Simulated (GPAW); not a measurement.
# O K edge of InHO2 (Pnnm): cell size and cost

How large a supercell does the O K edge of InHO2 (Pnnm) need, and what does it cost? The absorber has 1 H at 1.21 Å and 3 In at 2.19 Å (distorted tetrahedral, site symmetry m).

The runs were made apart and are set side by side; the one with the holes farthest apart serves as the reference. All curves get a further Gaussian of 1.5 eV full width, so that line shapes and meshes matter less.

## 1. Cost and result by level

| run | hole distance (Å) | k mesh | core time | raw zero (eV) | zero less the added terms (eV) | r.m.s. from the reference after the best shift (%) |
| --- | --- | --- | --- | --- | --- | --- |
| GPAW LDA, 16 atoms | 5.6 | 5×5×5 | 11 min | 533.5 | 524.6 | 4 |
| GPAW LDA, 32 atoms | 7.0 | 4×4×4 | 48 min | 533.7 | 524.9 | - |

Times are from shared hosts. The zero: total-energy differences plus the lowest empty eigenvalue of the charged cell, less 8.8 eV, the free-atom term for the hole's spin; LDA puts this hole about 4 eV below PBE, itself good to a few eV.

```
E (eV)  GPAW LDA, 16 atoms  GPAW LDA, 32 atoms
  -2.0                0.00                0.00
  -0.5                0.01                0.01
   1.0                0.11                0.11
   2.5                0.72                0.98
   4.0                1.71                1.66
   5.5                1.00                0.99
   7.0                1.51                1.77
   8.5                2.25                2.31
  10.0                2.21                1.99
  11.5                1.26                1.00
  13.0                0.55                0.49
  14.5                0.43                0.43
  16.0                0.48                0.48
  17.5                0.46                0.46
  19.0                0.50                0.51
  20.5                0.57                0.59
  22.0                0.74                0.77
  23.5                0.99                1.03
  25.0                1.20                1.23
  26.5                1.24                1.24
  28.0                1.08                1.05
  29.5                0.92                0.89
  31.0                0.88                0.84
```

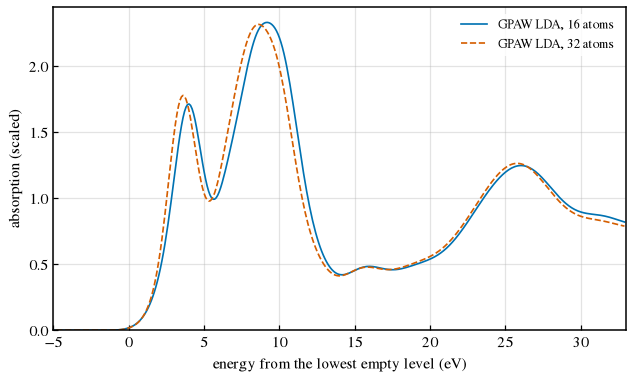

The spectra after the common broadening.

## 2. Reading

The smallest cell differs from the reference by 4 % r.m.s. after a shift of 0.4 eV at 0.22 of its cost, so it already gives the shape. Its highest intensity below 16 eV lies at 9.2 eV against 8.6 eV. Whether the reference itself is converged wasn't tested.

 Lifetime broadening is put in by hand, and intensities beyond about 20 eV depend on it. Meshes are coarse enough for small ripples in InHO2 (Pnnm) and InHO2 (Pnnm). Some cells keep the holes under 6.5 Å apart, so shapes are probably not fully converged. The structures are entries of the Materials Project (computed), used as given.

[Logs are printed without paths, hosts, clocks, repeated set-up lines and the standing remarks that a program may print on its own settings, such as how far it seeks lower states.]

[Hosts, paths, dates, database ids (printed as entryN), source tags and the programs' standing remarks are cut or masked in the printed files.]
